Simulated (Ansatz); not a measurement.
```xyz
4

Cl   -1.5356   -0.5973    1.0355
Si    0.1185    0.3975    0.3171
Cl    1.7055   -0.9116    0.2189
Cl   -0.2884    1.1114   -1.5715
```

All numbers below come from Ansatz, UKS PBE0-D4/def2-SVP.

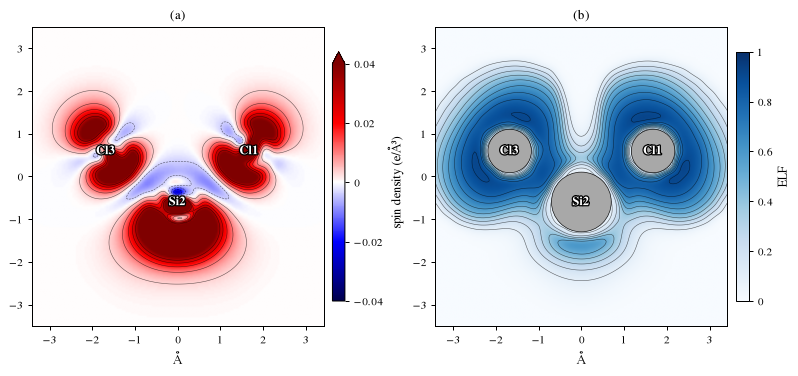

Cl3Si (SMILES Cl[Si](Cl)Cl) (doublet). (a) spin density; (b) electron localisation function on the plane of atoms Cl1, Si2 and Cl3. Grey discs cover the atomic cores in the ELF map.

Read the bonding off the picture.

Answer. The plane passes through Cl and Si nuclei. Si–Cl (2.06 Å): the ELF peaks at about 0.85 between the atoms, as expected for a shared but strongly polarised pair. The ELF also peaks beside Cl1 and Cl3, away from the bonds: non-bonding electrons, paired or unpaired. The unpaired spin (1 electron) lies mostly on Si2 (about 0.7), Cl1 (about 0.1), Cl3 (about 0.1) and Cl4 (about 0.1), in electrons by Hirshfeld's partition.
